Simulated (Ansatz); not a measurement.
C$_{3}$H$_{4}$F$_{2}$S (SMILES FC1(F)CSC1)

Input file:

```
crystal:
  periodic: [false, false, false]
  atoms:
    - { symbol: F, position_ang: [-0.182, 1.5536, -1.0531] }
    - { symbol: C, position_ang: [-0.1437, 0.7034, 0.0051] }
    - { symbol: F, position_ang: [-0.4359, 1.4596, 1.093] }
    - { symbol: C, position_ang: [1.1633, -0.1332, 0.1298] }
    - { symbol: S, position_ang: [0.4074, -1.4942, -0.8144] }
    - { symbol: C, position_ang: [-1.0167, -0.5765, -0.1475] }
    - { symbol: H, position_ang: [1.4213, -0.4007, 1.1599] }
    - { symbol: H, position_ang: [2.0373, 0.3267, -0.3396] }
    - { symbol: H, position_ang: [-1.8596, -0.4658, -0.8353] }
    - { symbol: H, position_ang: [-1.3916, -0.9728, 0.8021] }
basis:
  gaussian:
    orbitals: def2-SVP
hamiltonian:
  xc: pbe0
output:
  orbitals: {}
  forces: true
```

Launched as:

```sh
python c3h4f2s_energy.py --basis def2-SVP --xc pbe0
```

Not at a stationary point (largest force 1.3 eV/Å).

All numbers below come from Ansatz, SCF PBE0, Gaussian basis.

What will maps of the electron density and electron localisation function show?

Answer. C–S (1.82 Å): ρ at the midpoint is about 1.2 e/Å³; the ELF peaks at about 0.90 between the atoms: localised, covalent bonding.

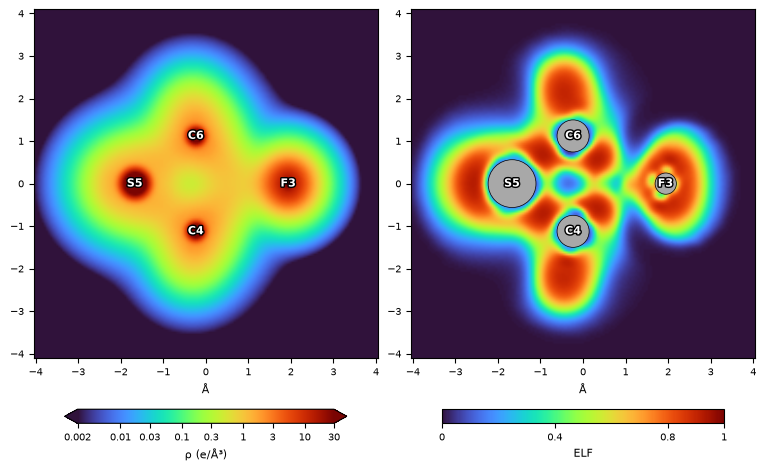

Computed electron density and electron localisation function on the plane of atoms C4, S5 and C6, in this order. Grey discs cover the atomic cores in the ELF map. 
